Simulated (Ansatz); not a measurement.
C$_{2}$H$_{4}$AlCl

```xyz
8

Cl    0.0329   -1.0705    3.1539
Al    0.0181   -0.4039    1.1739
C     0.2513    0.8710   -0.2079
C    -0.2345   -0.5863   -0.6948
H     1.2344    1.1585   -0.5792
H    -0.4626    1.6700   -0.4057
H     0.4751   -1.1004   -1.3421
H    -1.2225   -0.5954   -1.1540
```

Level of theory: RKS PBE0-D4/def2-mTZVP (Ansatz 0.2.0).

Q: What will maps of the electron density and electron localisation function show?

A: C–C (1.61 Å): the density is about 1.4 e/Å³ at the midpoint; the ELF peaks at about 0.90 between the atoms, as expected for a covalent bond.
C–Al (1.89 Å): ρ is about 0.69 e/Å³ halfway; the ELF peaks at about 0.85 between the atoms, as expected for a shared but strongly polarised pair.
Al–Cl (2.09 Å): the density is about 0.74 e/Å³ at the midpoint; the ELF peaks at about 0.85 in the valence shell of Cl, 0.9 Å from its nucleus, and is about 0.80 at the midpoint.

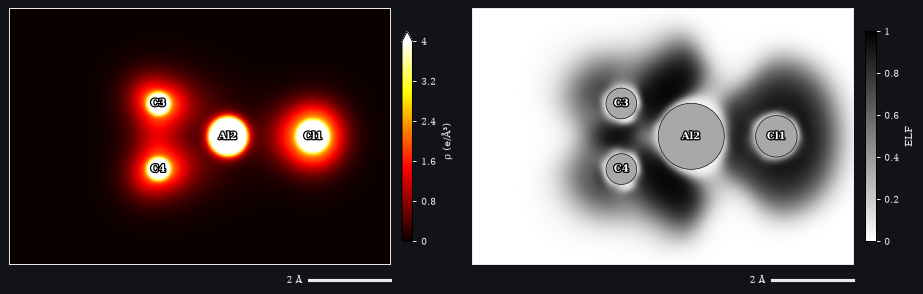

Computed electron density and electron localisation function on the plane of atoms Al2, C4 and C3, in this order. Grey discs cover the atomic cores in the ELF map. 
